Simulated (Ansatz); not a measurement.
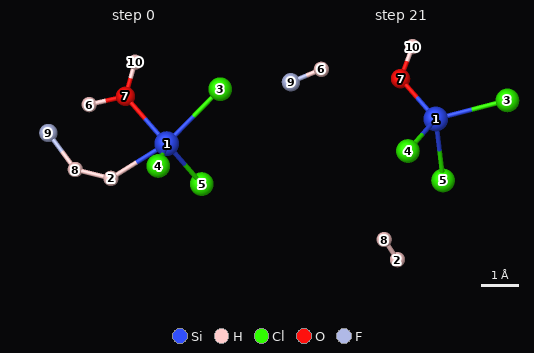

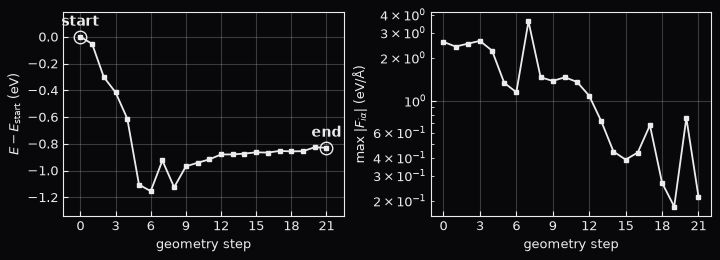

First and last geometry of a saddle-point search of SiH4OCl3F (charge +1), with the history of the run. The picture is a ball-and-stick view, seen at a tilt.

Computed with RKS PBE0-D4/def2-SVP (Ansatz).

Input
```yaml
crystal:
  periodic: [false, false, false]
  atoms:
    - {symbol: Si, position_ang: [-0.449200, -0.874000, -0.296700]}
    - {symbol: H, position_ang: [-0.605100, 0.114400, 1.239100]}
    - {symbol: Cl, position_ang: [0.057200, -1.631300, -2.187000]}
    - {symbol: Cl, position_ang: [0.263700, -2.390700, 0.853800]}
    - {symbol: Cl, position_ang: [-2.428700, -0.536600, -0.611500]}
    - {symbol: H, position_ang: [0.820000, 1.266800, 0.115000]}
    - {symbol: O, position_ang: [0.670800, 0.508800, -0.603800]}
    - {symbol: H, position_ang: [-0.174400, 1.015200, 1.608400]}
    - {symbol: F, position_ang: [0.659900, 1.956800, 1.301000]}
    - {symbol: H, position_ang: [1.185800, 0.570700, -1.418300]}
basis:
  gaussian: {orbitals: def2-SVP}
total_charge: 1
hamiltonian: {xc: pbe0, dispersion: d4}
saddle:
  max_steps: 30
  mode_guess:
    - [0.1098, -0.0385, -0.2700]
    - [-0.0458, 0.2222, 0.2344]
    - [-0.0234, -0.1138, -0.1050]
    - [0.0273, 0.1535, 0.0115]
    - [0.0824, 0.0187, 0.0495]
    - [-0.0476, 0.1316, 0.3468]
    - [-0.0692, -0.0425, 0.0331]
    - [-0.3375, -0.4881, -0.0204]
    - [0.3578, 0.1608, -0.3020]
    - [-0.0539, -0.0039, 0.0220]
```

Run as
```bash
ansatz run in.yaml --threads 8 --pin off --events-out ev --progress --plain --max-ram 19148MiB
```

> Read the history and describe the run.

The run was cut off at its time limit before the relaxation converged, so the last structure is only a point on the way. The input was poor on purpose: wrong charge. The energy falls by 0.830 eV in 21 geometry steps. Largest force component: 2.6 eV/Å at the start, 0.21 eV/Å at the end. The largest move after the best rigid fit is that of H2, 2.34 Å. Largest moves by element: H 2.34 Å, F 1.53 Å, Cl 0.75 Å, Si 0.71 Å, O 0.54 Å. Near-neighbour distances that change, for instance: H8–F9 1.295 → 5.014 Å, Si1–H2 1.833 → 4.135 Å, H6–O7 1.055 → 2.214 Å, H6–F9 1.381 → 0.920 Å. New bonds form, among them: H6–F9 (1.38 → 0.92 Å). Bonds break, among them: H6–O7 (1.06 → 2.21 Å). Bond angles that change, for instance: Cl3–Si1–O7 88.5° → 114.8°, Cl4–Si1–Cl5 123.6° → 102.5°, Cl3–Si1–Cl4 99.0° → 116.9°. The run took 2.5 min on 8 threads of Arm Neoverse V1, on a shared host.

| step | E − E(0), eV | largest force component, eV/Å |
| --- | --- | --- |
| 0 | 0.0000 | 2.5832 |
| 1 | -0.0529 | 2.3950 |
| 2 | -0.3017 | 2.5087 |
| 3 | -0.4152 | 2.6245 |
| 4 | -0.6118 | 2.2448 |
| 5 | -1.1051 | 1.3363 |
| 6 | -1.1540 | 1.1483 |
| 7 | -0.9249 | 3.5947 |
| 8 | -1.1253 | 1.4593 |
| 9 | -0.9691 | 1.3780 |
| 10 | -0.9419 | 1.4606 |
| 11 | -0.9168 | 1.3547 |
| 12 | -0.8798 | 1.0843 |
| 13 | -0.8794 | 0.7179 |
| 14 | -0.8733 | 0.4417 |
| 15 | -0.8638 | 0.3878 |
| 16 | -0.8657 | 0.4350 |
| 17 | -0.8534 | 0.6753 |
| 18 | -0.8567 | 0.2672 |
| 19 | -0.8553 | 0.1822 |
| 20 | -0.8257 | 0.7590 |
| 21 | -0.8301 | 0.2132 |
